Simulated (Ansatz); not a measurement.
Ca26CoO27 and related structures: several calculations on one system

## 1. Relaxation

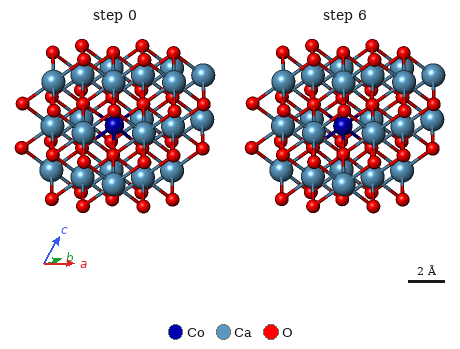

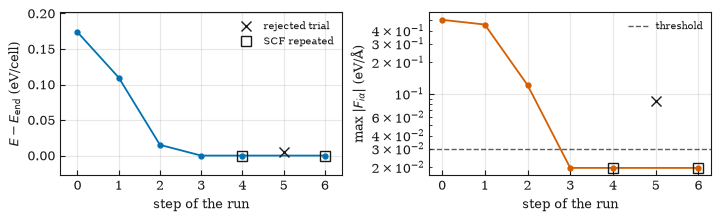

First and last geometry of a relaxation of a defect cell of composition Ca26CoO27, with the history of the run. A ball-and-stick model of the atoms within 5.8 Å of the atom that moves most (axes of the cell of the calculation), seen from a free direction.

The calculation used DFT, PBE, plane-wave PAW, default files, scalar-relativistic (Ansatz 0.2.0). (plane-wave cutoff 420 eV; k-point mesh 2 × 2 × 2; occupations fermi dirac; smearing width 0.01 eV; collinear spin; atoms relaxed in a fixed cell; force threshold 0.03 eV/Å; at most 40 steps)

Did the run converge, and what did it change?

Answer. It converged. Over 3 accepted moves (6 points after the start) the energy falls by 0.174 eV per cell of the calculation. The largest force component goes from 0.51 to 0.02 eV/Å. The line search rejected the trial step at point 5 of the run. 2 steps only repeated the SCF at the same geometry. The forces were under the threshold at step 3, but the run went on from there. The atom that moves furthest is the Co atom (0.11 Å along [−1 −1 −1]). Largest moves by element: Co 0.11 Å, O 0.08 Å, Ca 0.04 Å. The cell stays as it was. Among the contacts that change: Co–O 2.478 → 2.341 Å, Ca–O 2.407 → 2.488 Å, Ca–Ca 3.403 → 3.474 Å, Ca–Ca 3.403 → 3.370 Å. Among the angles between lasting bonds that change: O–Co–O 93.3° → 90.3°, Co–O–Ca 88.3° → 91.2°, O–Ca–O 90.0° → 87.3°. Cost: 6.2 min on 4 threads of Arm Neoverse V2, on a shared host, peak memory 4.5 GiB.

## 2. Relaxation

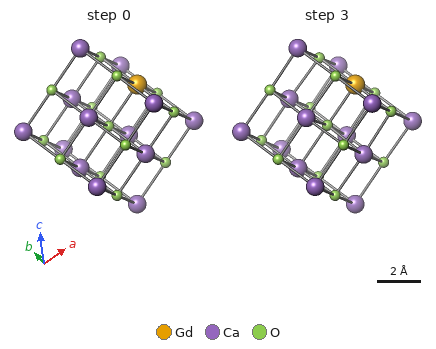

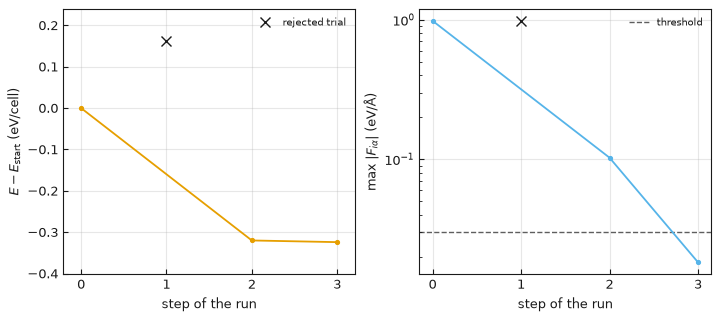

First and last geometry of a relaxation of a defect cell of composition Ca$_{26}$GdO$_{27}$ (cell charge +1), with the history of the run. Style: ball-and-stick. Shown: the atoms within 4.2 Å of the atom that moves most (axes of the cell of the calculation), slightly off an axis.

All numbers below come from Ansatz, DFT, PBE, plane-wave PAW, default files, scalar-relativistic. Set-up: plane-wave cutoff 420 eV; k-point mesh 2 × 2 × 2; occupations fermi dirac; smearing width 0.01 eV; collinear spin; atoms relaxed in a fixed cell; force threshold 0.03 eV/Å; at most 40 steps.

### Read the history and describe the run.

It converged. The largest moves, 0.060 Å, are those of O atoms. By element the largest moves are O 0.060 Å, Ca 0.032 Å. Gd stays in place. The cell doesn't change. Among the contacts that change: Ca–O 2.407 → 2.474 Å, Ca–Ca 3.403 → 3.340 Å, Gd–O 2.406 → 2.347 Å, Ca–Ca 3.403 → 3.435 Å. Bond angles that change, for instance: Ca–O–Ca 180.0° → 176.1°. Over 2 accepted moves (3 points after the start) the energy falls by 0.324 eV per cell of the calculation. The largest force component goes from 0.98 to 0.018 eV/Å. The line search rejected the trial step at point 1 of the run.

Limits of the set-up: the cell is charged, on a uniform background, and energies carry no finite-size correction.

## 3. Defect

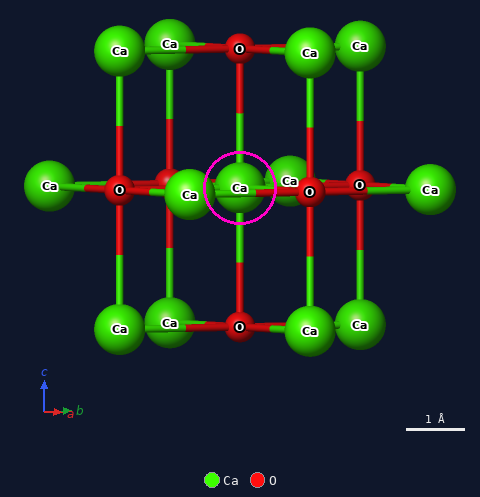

Perfect CaO. The picture is a ball-and-stick view of the atoms within 3.8 Å of one point, seen from a free direction.

All numbers below come from Ansatz, DFT, PBE, plane-wave PAW, default files, scalar-relativistic. (plane-wave cutoff 420 eV; k-point mesh 2 × 2 × 2; occupations fermi dirac; smearing width 0.01 eV; collinear spin) The axes drawn are those of the host's conventional cell.

A calcium atom is replaced by cobalt at the ringed place, in charge state 0. The supercell has 54 sites, and the atoms are relaxed at the host's cell.

Predict the relaxed surroundings of the defect.

Answer. In the host the Ca atom has 6 O at 2.41 Å; the Co atom ends with 6 O at 2.32 to 2.34 Å. Of the host's atoms, an oxygen atom moves furthest from its site, by 0.08 Å. The cell's net moment is 3.00 μB.

The relaxed defect, seen from the same direction:

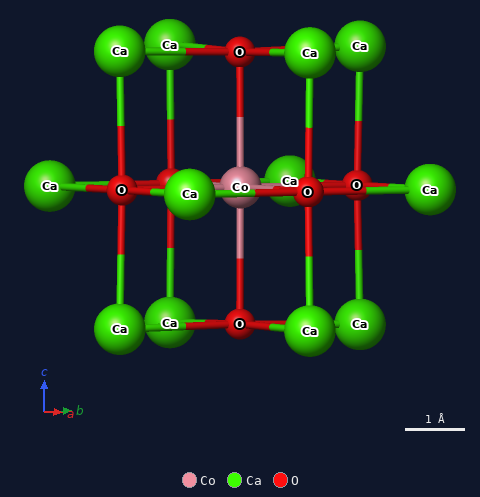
